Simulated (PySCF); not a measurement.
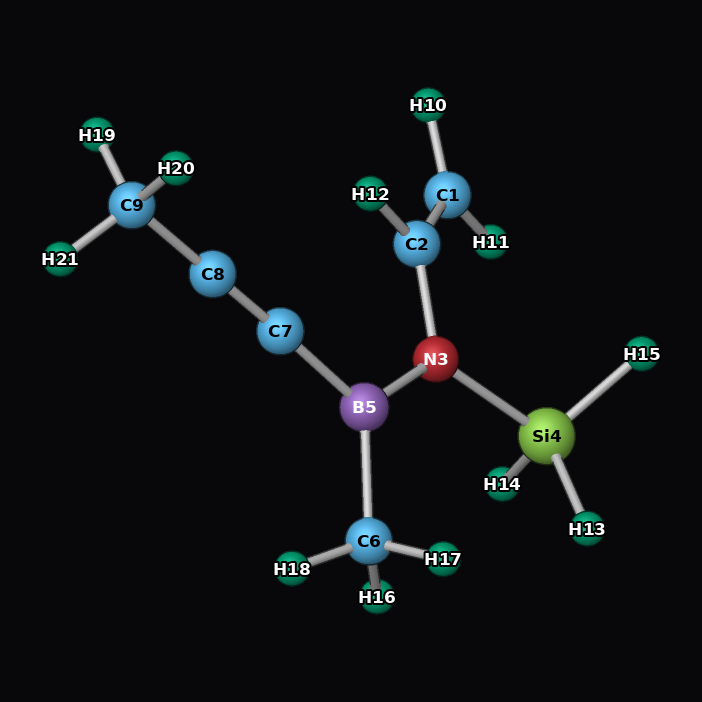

The questions are on isotropic NMR shieldings of the H atoms. Computed geometry: GFN2-xTB optimisation. No frequency run is at hand to confirm it as a minimum. Level of theory: GIAO PBE0/pcSseg-1 NMR shielding, non-relativistic, gas phase (PySCF 2.14.0).

Give the isotropic NMR shieldings of the H atoms atom by atom.

| atom | σ (ppm) |
| --- | --- |
| H10 | 27.07 |
| H11 | 27.17 |
| H12 | 23.86 |
| H13 | 26.93 |
| H14 | 26.86 |
| H15 | 27.04 |
| H16 | 31.36 |
| H17 | 31.15 |
| H18 | 30.74 |
| H19 | 29.49 |
| H20 | 29.50 |
| H21 | 29.44 |

The geometry is semi-empirical. Around B, Si such bond lengths and angles can be off by a tenth of an ångström or more and by several degrees, and values that hang on the shape move with them.
